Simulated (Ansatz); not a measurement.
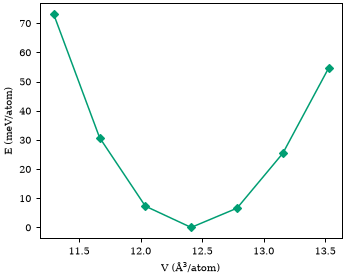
Figure. ZrC (CsCl type, Pm-3m) under volume change, r²SCAN in the plane-wave PAW code Ansatz, scaled uniformly.

Task: What does a third-order Birch–Murnaghan fit give for V₀, B₀ and B′?

Result: V₀ = 12.41 Å³/atom, B₀ = 200 GPa, B′ = 3.9.

A made-up cell: these elements were put on the sites of a structure type; neither database checked (COD, Materials Project) lists it. It is not the phase usual at ambient conditions (space group No. 225). The r²SCAN relaxation kept the symmetry of its start. At this level the phase is mechanically unstable. No spin polarisation was allowed.

Potentials: the earlier of the program's two PAW sets.
